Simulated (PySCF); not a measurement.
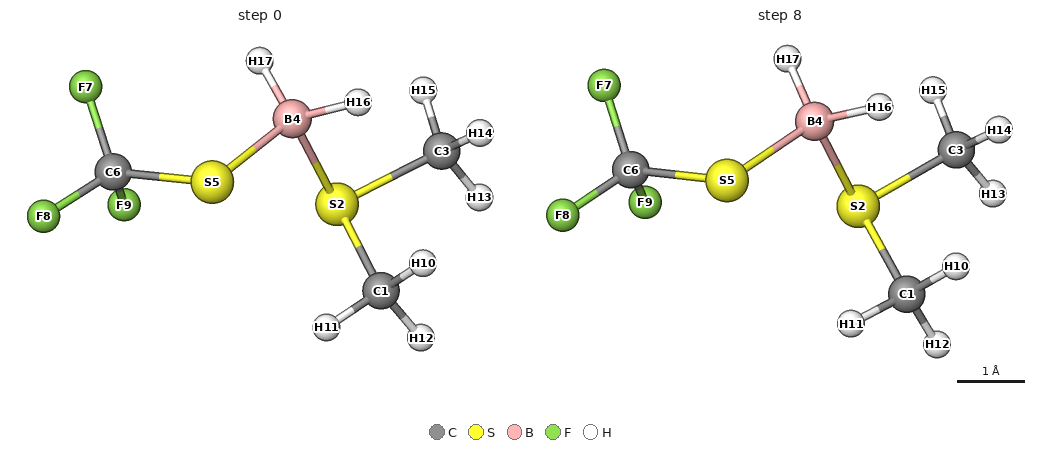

The structure of C₃H₈BF₃S₂ before (left) and after (right) a relaxation, at one scale.

Style: ball-and-stick. Shown at a tilt.

The start comes from GFN2-xTB. Its atoms were then displaced at random by about 0.01 Å.

All numbers below come from PBE0-D3(BJ)/def2-SVP geometry optimisation, gas phase (PySCF). 

### What changed between the two?

Over 8 geometry steps the energy falls by 2.91 kcal/mol. The largest move after the best rigid fit is that of H10, 0.21 Å. Largest moves by element: H 0.21 Å, C 0.11 Å, S 0.10 Å, F 0.09 Å, B 0.09 Å. Some distances before and after: B4–H17 1.153 → 1.213 Å, S2–B4 2.016 → 1.982 Å, S2–C3 1.828 → 1.799 Å, C6–F7 1.351 → 1.331 Å. Among the angles between lasting bonds that change: S2–C1–H11 109.3° → 105.5°, C1–S2–B4 99.9° → 102.8°, S5–C6–F8 112.1° → 109.2°.
